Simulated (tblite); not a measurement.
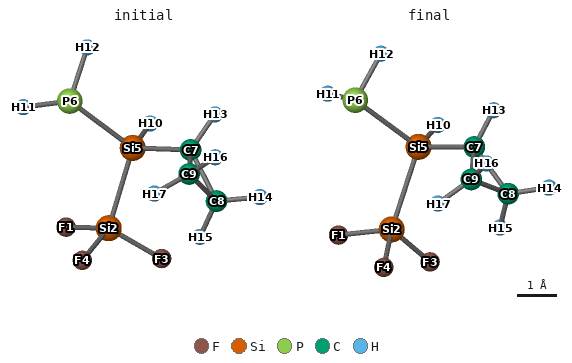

The structure of C$_{3}$H$_{8}$F$_{3}$PSi$_{2}$ before (left) and after (right) a relaxation, at one scale.

A ball-and-stick model, seen at a tilt.

Theory: GFN2-xTB geometry optimisation, gas phase (tblite 0.8.0). 

> Describe what moved and what it gained.

The atom that moves furthest after the best rigid fit is F1 (0.71 Å). Largest moves by element: F 0.71 Å, H 0.66 Å, C 0.24 Å, Si 0.11 Å, P 0.10 Å. Near-neighbour distances that change, for instance: F1–Si2 1.701 → 1.591 Å, Si2–F3 1.678 → 1.592 Å, P6–H12 1.464 → 1.385 Å, Si5–P6 2.182 → 2.251 Å. Among the angles between lasting bonds that change: H11–P6–H12 112.1° → 92.8°, Si5–P6–H11 111.6° → 94.9°, Si5–P6–H12 107.8° → 94.2°. The energy falls by 33.2 kcal/mol in 102 geometry steps. Cost: 1.6 s on 1 thread of Arm Neoverse N1 (shared host).
